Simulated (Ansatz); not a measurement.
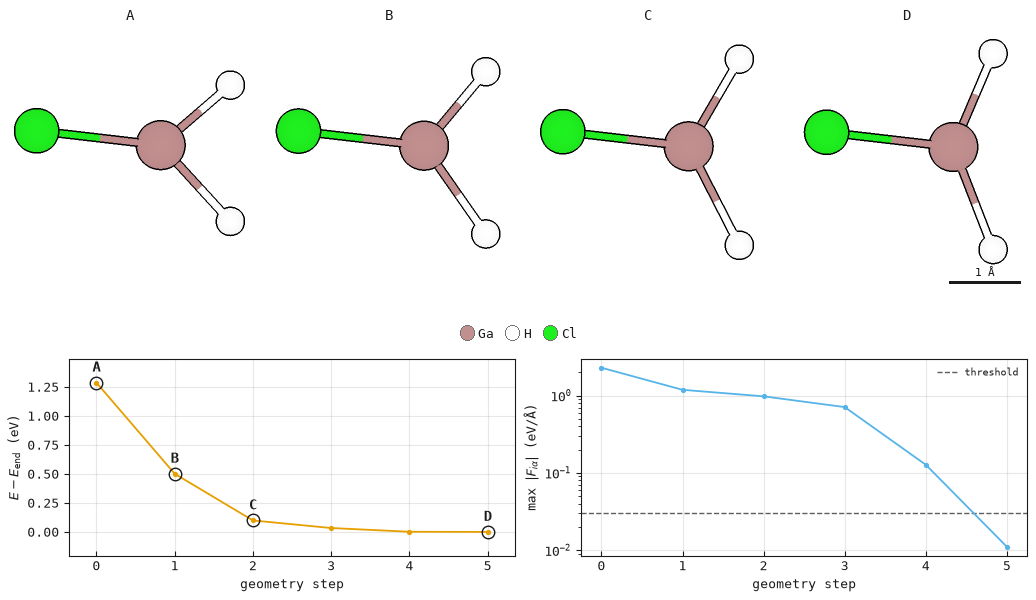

Frames of a relaxation of GaH₂Cl, marked on the history of the run. The picture is a ball-and-stick view, seen at a tilt.

The run prepares an end point of a later path (reaction) calculation, from a guessed geometry.

Method: Ansatz 0.2.0, RHF/def2-SVP. Set-up: no spin polarisation; force threshold 0.03 eV/Å; at most 50 steps.

> Describe the path.

The energy falls by 1.287 eV in 5 geometry steps. Largest force component: 2.3 eV/Å at the start, 0.011 eV/Å at the end. The largest moves after the best rigid fit, 0.49 Å, are those of H atoms. Largest moves by element: H 0.49 Å, Ga 0.27 Å, Cl 0.22 Å. Some distances before and after: Cl–Ga 2.124 → 2.170 Å, Ga–H 1.542 → 1.560 Å. Among the angles between lasting bonds that change: H–Ga–H 78.6° → 128.2°, H–Ga–Cl 140.7° → 115.9°. From step 0 to 1: H atoms move most (0.20 Å), energy −0.785 eV. From step 1 to 2: H atoms move most (0.20 Å), energy −0.403 eV. From step 2 to 5: H atoms move most (0.11 Å), energy −0.099 eV.

| step | E − E(0), eV | largest force component, eV/Å |
| --- | --- | --- |
| 0 | 0.0000 | 2.2906 |
| 1 | -0.7855 | 1.1861 |
| 2 | -1.1880 | 0.9766 |
| 3 | -1.2533 | 0.7088 |
| 4 | -1.2854 | 0.1271 |
| 5 | -1.2871 | 0.0110 |

Limits of the set-up: Hartree-Fock leaves out electron correlation.
